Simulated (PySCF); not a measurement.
Input file:

```
{"job": {"kind": "uv", "xc": "CAM-B3LYP", "basis": "def2-SVPD", "ip": true, "nstates": 10}, "charge": 0, "multiplicity": 1}
Sn    -0.910388     0.269371    -1.632839
H      0.622099     0.352209    -2.394211
H     -2.120044    -0.249614    -2.721720
H     -1.300226     1.785381    -0.935359
Se    -0.860694    -1.505777     0.184548
Sn     0.894040    -0.356736     1.631968
H      0.282864     1.138524     2.205397
H      2.310894    -0.080256     0.706064
H      1.214207    -1.422553     2.930463
```

Launched as:

```sh
OMP_NUM_THREADS=1 python probes_run.py task.json out
```

Geometry: PBE0-D3(BJ)/def2-SVP; core potentials replace the inner electrons of Sn.

Theory: CAM-B3LYP/def2-SVPD, SCF density, gas phase, scalar-relativistic core potentials on the heavy atoms in PySCF.

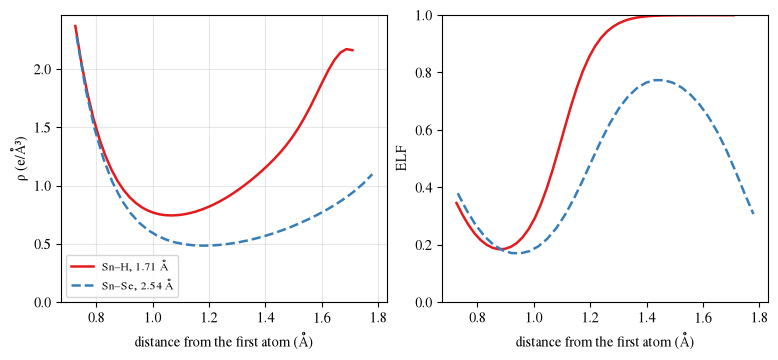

H$_{6}$SeSn$_{2}$ ((H3Sn)2Se). Electron density and ELF along straight lines between neighbouring atoms. The curves leave out the atomic cores.

Q: What can be read from the curves?

A: Sn–H (1.71 Å): the density is about 1.1 e/Å³ at the midpoint; the ELF climbs to about 1 towards the hydrogen.
Sn–Se (2.54 Å): ρ is about 0.5 e/Å³ halfway; the ELF peaks at about 0.75 in the valence shell of Se, 1.1 Å from its nucleus, and drops to about 0.15 between the two atoms.
